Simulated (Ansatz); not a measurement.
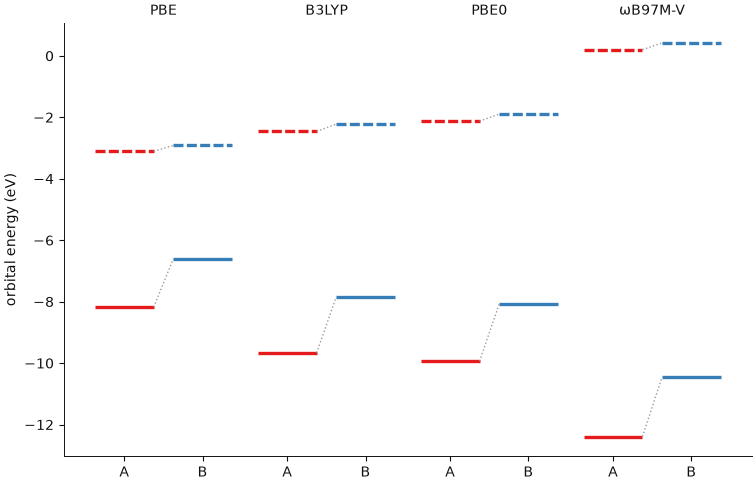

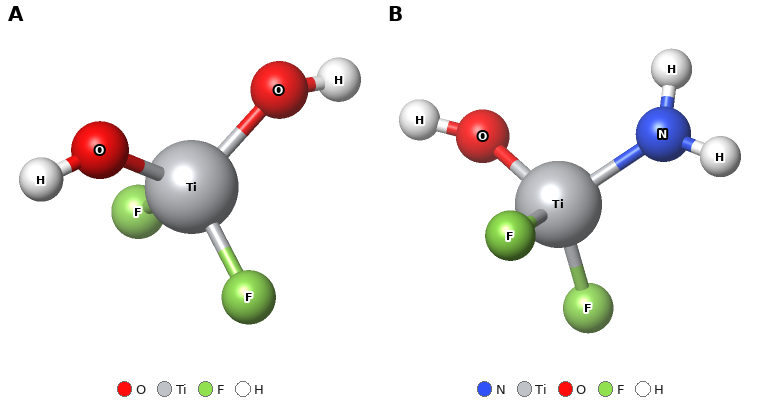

One change: A, TiH₂O₂F₂ (SMILES [OH][Ti]([OH])([F])[F]), becomes B, TiNH₃OF₂ (SMILES [NH2][Ti]([OH])([F])[F]). OH on Ti is replaced by NH₂. HOMO (solid) and LUMO (dashed) computed in def2-TZVPP at PBE0-D4/def2-TZVP geometries, both minima by their frequencies, gas phase, the Ansatz code 0.2.0. Empty levels above zero depend strongly on the basis.

Question: What does the change do to HOMO and LUMO?

Answer: PBE: the HOMO rises by 1.57 eV, the LUMO rises by 0.20 eV, and the separation goes from 5.07 to 3.69 eV. B3LYP: the HOMO rises by 1.82 eV, the LUMO rises by 0.24 eV, and the separation goes from 7.20 to 5.63 eV. PBE0: the HOMO rises by 1.85 eV, the LUMO rises by 0.23 eV, and the separation goes from 7.81 to 6.18 eV. ωB97M-V: the HOMO rises by 1.93 eV, the LUMO rises by 0.22 eV, and the separation goes from 12.59 to 10.88 eV.

Question: Do the functionals agree on the effect?

Answer: They agree on the direction for both levels; the HOMO shift lies between 1.57 and 1.93 eV and the LUMO shift between 0.20 and 0.24 eV, while the separations themselves differ by up to 7.5 eV between functionals.
